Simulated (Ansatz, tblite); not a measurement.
# The cluster Al9+: spin-state energies by level

Aim: set other spin states of the cluster Al9+ against its singlet, on many levels of theory.

Method: as each input shows; program: Ansatz 0.2.0, Gaussian basis.

Levels to be run: triplet, at the geometry of the singlet (GFN1-xTB, GFN2-xTB, PBE0-D4/def2-TZVP, PBE-D4/def2-TZVP, r2SCAN-D4/def2-TZVP); the singlet's energies come from earlier runs.

2 further runs of the same task are left out: 2 set aside as unsound or not needed. Runs told in other sessions of the task aren't counted.

**1. The structure**

The geometry is that of the singlet, from an earlier relaxation (PBE-D4/def2-SVP). At that level it is the lowest of the isomers that a small search found.

9 atoms, charge 1, spin multiplicity 1.

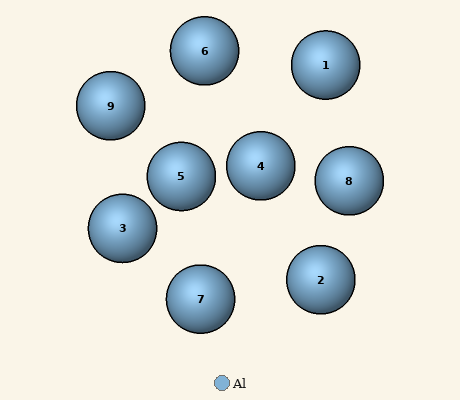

The geometry (aluminium light blue); atoms are numbered from 1 in the order of the file.

The ion is computed in the gas phase, without counter-ions or solvent.

**2. Triplet at the fixed geometry, GFN1-xTB**

Tight binding, by tblite at 300 K electronic temperature and without a spin-polarisation term:

```python
tblite.interface.Calculator('GFN1-xTB', numbers, positions, charge=1, uhf=2).singlepoint()
```

Energy -290.9329 eV; 0.019 s.

**3. Triplet at the fixed geometry, GFN2-xTB**

Tight binding, by tblite at 300 K electronic temperature and without a spin-polarisation term:

```python
tblite.interface.Calculator('GFN2-xTB', numbers, positions, charge=1, uhf=2).singlepoint()
```

Energy -235.9801 eV; 0.11 s.

**4. Triplet at the fixed geometry, PBE0-D4/def2-TZVP**

The input, in.yaml:

```yaml
crystal:
  periodic: [false, false, false]
  atoms:
    - {symbol: Al, position_ang: [-0.712813, 2.690264, 1.021833]}
    - {symbol: Al, position_ang: [-2.618687, -1.175478, -0.021776]}
    - {symbol: Al, position_ang: [1.547846, -2.298728, -0.058701]}
    - {symbol: Al, position_ang: [-0.360022, -0.057606, 0.991271]}
    - {symbol: Al, position_ang: [0.701885, 0.045926, -1.270732]}
    - {symbol: Al, position_ang: [1.599663, 1.951156, 0.438568]}
    - {symbol: Al, position_ang: [-0.696299, -2.284062, -1.179097]}
    - {symbol: Al, position_ang: [-2.356642, 1.322228, -0.349497]}
    - {symbol: Al, position_ang: [2.895079, -0.193689, 0.428131]}
basis:
  gaussian: {orbitals: def2-TZVP}
total_charge: 1
magnetization: {spin_polarized: true, initial_magnetization: 2}
hamiltonian: {xc: pbe0, dispersion: d4}
scf: {omitted_lower_state_checks: [starts]}
output: {orbitals: {seedname: orbitals}}
```

Run with:

```bash
$ ansatz run in.yaml --threads 4 --pin off --events-out ev --progress --plain --max-ram 4787MiB
```

The log of the run:

```text
Functional definition: PBE0
  name "PBE0"
  cite "Adamo & Barone, J. Chem. Phys. 110, 6158 (1999) doi:10.1063/1.478522"
  cite "Perdew, Burke & Ernzerhof, Phys. Rev. Lett. 77, 3865 (1996) doi:10.1103/PhysRevLett.77.3865"
  parent pbe
  parameter a = 0.25
  parameter kappa = 0.804
  parameter beta = 0.06672455060314922
  exchange = (1 - a)*pbe_x(kappa = kappa, mu = beta*pi^2/3) + a*exact_x
  correlation = pbe_c(beta = beta)
these checks for a lower state are left out or cut short: starts
2511 factors; their error is unknown
the host lacks memory for fits, so the integrals are decomposed
2072 factors; integrals over basis functions are off by at most 9.7e-4 eV
mean field evaluation 1: about -59325.0339 eV, gradient 4.4e1 eV
mean field evaluation 2: about -59259.2275 eV, gradient 8.8e1 eV
mean field evaluation 4: about -59328.2963 eV, gradient 3.4e1 eV
mean field evaluation 8: about -59339.9428 eV, gradient 1.2e0 eV
mean field evaluation 16: about -59340.1620 eV, gradient 4.4e-2 eV
mean field evaluation 32: about -59340.1630 eV, gradient 5.7e-3 eV
mean field -59340.16303040 eV, -2180.7107691600 hartree, gradient 8.8e-6 eV, S^2 2.038692; 0 other end points of the search recorded, 0 dependent functions left out
reference -59340.16306251 eV, -2180.7107703400 hartree; 59, 57 occupied and 274, 276 virtual orbitals, 2072 factors
Total energy: -59340.68379527 eV, -2180.7299069162 hartree
Checks for a lower state left out: starts
```

Run time: 1.7 min. Hardware: 4 threads of Arm Neoverse V2, shared host; peak memory 2.2 GiB.

From the report: HOMO -8.18 eV, LUMO -7.78 eV (over both spins); ⟨S²⟩ 2.039 (pure: 2.00).

**5. Triplet at the fixed geometry, PBE-D4/def2-TZVP**

start.molden holds the orbitals of an earlier run on this state, given as this run's starting guess.

in.yaml, as its differences from that of step 4:

```diff
@@ -13,6 +13,6 @@
 basis:
-  gaussian: {orbitals: def2-TZVP}
+  gaussian: {orbitals: def2-TZVP, initial_orbitals: start.molden}
 total_charge: 1
 magnetization: {spin_polarized: true, initial_magnetization: 2}
-hamiltonian: {xc: pbe0, dispersion: d4}
+hamiltonian: {xc: pbe, dispersion: d4}
 scf: {omitted_lower_state_checks: [starts]}
```

The command is unchanged.

The log of the run:

```text
Functional definition: PBE
  name "PBE"
  cite "Perdew, Burke & Ernzerhof, Phys. Rev. Lett. 77, 3865 (1996) doi:10.1103/PhysRevLett.77.3865"
  parent pbe
  parameter kappa = 0.804
  parameter beta = 0.06672455060314922
  exchange = pbe_x(kappa = kappa, mu = beta*pi^2/3)
  correlation = pbe_c(beta = beta)
these checks for a lower state are left out or cut short: starts
2331 factors; their error is unknown
mean field evaluation 1: about -59335.5321 eV, gradient 1.3e1 eV
mean field evaluation 2: about -59335.7475 eV, gradient 3.5e-1 eV
mean field evaluation 4: about -59335.7246 eV, gradient 4.0e-2 eV
mean field evaluation 8: about -59335.7247 eV, gradient 1.9e-4 eV
mean field evaluation 16: about -59335.7247 eV, gradient 1.5e-5 eV
mean field -59335.72470921 eV, -2180.5476638646 hartree, gradient 4.0e-6 eV, S^2 2.018687; 0 other end points of the search recorded, 0 dependent functions left out
reference -59335.72475190 eV, -2180.5476654336 hartree; 59, 57 occupied and 274, 276 virtual orbitals, 2331 factors
Total energy: -59336.31812065 eV, -2180.5694713329 hartree
Checks for a lower state left out: starts
```

Run time: 59 s. Hardware: 4 threads of Arm Neoverse V2, shared host; peak memory 2.1 GiB.

Report: HOMO -7.58 eV, LUMO -8.36 eV (over both spins; with the spin held, an empty level of the minority spin lies below the top filled one); ⟨S²⟩ 2.019 (pure: 2.00).

**6. Triplet at the fixed geometry, r2SCAN-D4/def2-TZVP**

in.yaml, as its differences from that of step 5:

```diff
@@ -16,3 +16,3 @@
 magnetization: {spin_polarized: true, initial_magnetization: 2}
-hamiltonian: {xc: pbe, dispersion: d4}
+hamiltonian: {xc: r2scan, dispersion: d4}
 scf: {omitted_lower_state_checks: [starts]}
```

The command is unchanged.

The log of the run:

```text
Functional definition: r2SCAN
  name "r2SCAN"
  cite "Furness, Kaplan, Ning, Perdew & Sun, J. Phys. Chem. Lett. 11, 8208 (2020) doi:10.1021/acs.jpclett.0c02405"
  cite "Furness, Kaplan, Ning, Perdew & Sun, J. Phys. Chem. Lett. 11, 9248 (2020) doi:10.1021/acs.jpclett.0c03077"
  parent r2scan
  parameter k0 = 0.174
  parameter k1 = 0.065
  parameter a1 = 4.9479
  exchange = r2scan_x(k0 = k0, k1 = k1, a1 = a1)
  correlation = r2scan_c
these checks for a lower state are left out or cut short: starts
2331 factors; their error is unknown
mean field evaluation 1: about -59361.2871 eV, gradient 8.0e0 eV
mean field evaluation 2: about -59361.3859 eV, gradient 2.0e-1 eV
mean field evaluation 4: about -59361.3565 eV, gradient 1.4e-1 eV
mean field evaluation 8: about -59361.3571 eV, gradient 5.9e-3 eV
mean field evaluation 16: about -59361.3571 eV, gradient 2.3e-5 eV
mean field -59361.35707366 eV, -2181.4896358839 hartree, gradient 9.6e-6 eV, S^2 2.054368; 0 other end points of the search recorded, 0 dependent functions left out
reference -59361.35709551 eV, -2181.4896366870 hartree; 59, 57 occupied and 274, 276 virtual orbitals, 2331 factors
Total energy: -59361.47487048 eV, -2181.4939648374 hartree
Checks for a lower state left out: starts
```

Run time: 2.7 min. Hardware: 4 threads of Arm Neoverse V2, shared host; peak memory 2.2 GiB.

Report: HOMO -7.79 eV, LUMO -8.29 eV (over both spins; with the spin held, an empty level of the minority spin lies below the top filled one); ⟨S²⟩ 2.054 (pure: 2.00).

**7. Triplet less singlet, vertical**

The singlet's energies are those of its earlier runs, whose logs aren't repeated here.

| level | triplet less singlet, vertical (eV) | time |
| --- | --- | --- |
| GFN1-xTB | +0.700 | 0.036 s |
| PBE-D4/def2-TZVP | +0.863 | 69 s |
| r2SCAN-D4/def2-TZVP | +0.781 | 3.1 min |
| PBE0-D4/def2-TZVP | +0.875 | 2.3 min |

Times add the two runs; a level without a time comes out of a correlated run. Tight binding without a spin term can't rank spin states.

**8. What came out**

```
                                                quantity                                      value
triplet less singlet, vertical, functionals in def2-TZVP  +0.781 (r2SCAN-D4) to +0.875 eV (PBE0-D4)
```

**Reading.** All functionals put the triplet above the singlet, over a spread of 0.094 eV. The checks for a lower triplet were left out, so another state of that spin may lie lower. These are electronic energies, without zero-point motion, entropy or surroundings.
